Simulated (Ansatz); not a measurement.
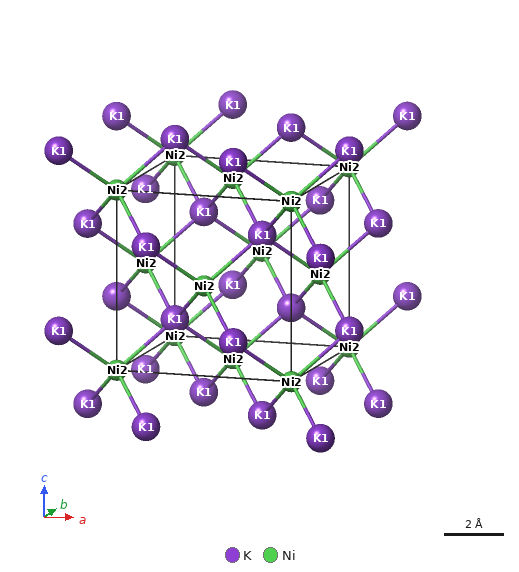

Starting structure of crystalline KNi (a generated structure, set up in F-43m). The picture is a ball-and-stick view of the conventional cell (4 times the calculation's cell), seen slightly off an axis. Lengths and directions refer to the drawn axes.

The run lets cell and atoms move.

These are results of Kohn-Sham DFT of a periodic cell, PBE, Ansatz PAW in Ansatz, not measurements.

Input file:
```yaml
crystal:
  lattice:
    - [0.0, 3.11793364, 3.11793364]
    - [3.11793364, 0.0, 3.11793364]
    - [3.11793364, 3.11793364, 0.0]
  atoms:
    - { symbol: K, position: [0.75, 0.75, 0.75] }
    - { symbol: Ni, position: [0.0, 0.0, 0.0], spin: 1.0 }
hamiltonian:
  xc: pbe
  pseudopotentials: { kind: paw }
magnetization:
  spin_polarized: true
kpoints:
  mp_grid: { grid: [5, 5, 5] }
scf:
  occupations: { method: fermi_dirac, width: 0.05 }
output:
  forces: true
  stress: true
  eigenvalues: true
relax:
  f_tol: 0.01
  max_steps: 40
  cell: { stress_tol: 0.05 }
```

Run as
```bash
ansatz run input.yaml --threads 2 --pin off --max-ram 5632MiB --backend cpu --events-out ev --progress --plain --runs-dir out
```

### Where does the relaxation end?

Over 10 accepted moves (13 points after the start) the energy falls by 380 meV per atom. All forces vanish by symmetry, so only the cell relaxes. The pressure goes from 6.05 to 0.00 GPa. The SCF was repeated 3 times at an unchanged geometry on a basis and grid sized afresh for the cell, which shifted the energy by 36.2 meV per atom at most. No atom moves by more than 0.005 Å relative to the cell. The drawn cell changes as follows: a = b = c 6.236 → 7.659 Å (+22.8 %); the volume changes by +85.3 %. Some distances before and after: K1–Ni2 2.700 → 3.316 Å. The space group stays F-43m (No. 216). The run took 48 s on 2 threads of Intel(R) Xeon(R) Platinum 8259CL CPU @ 2.50GHz (Skylake/Cascade Lake) (shared host), peak memory 0.47 GiB.

The end point in the same view:

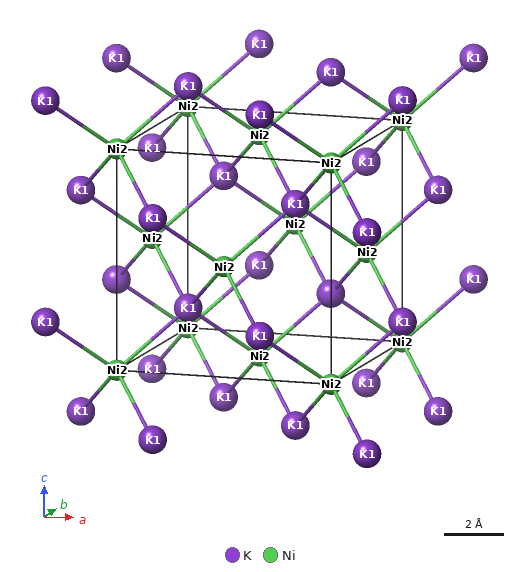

Limits of the set-up: only the magnetic order of this start and cell was tried (total moment 1.0 μB per cell).
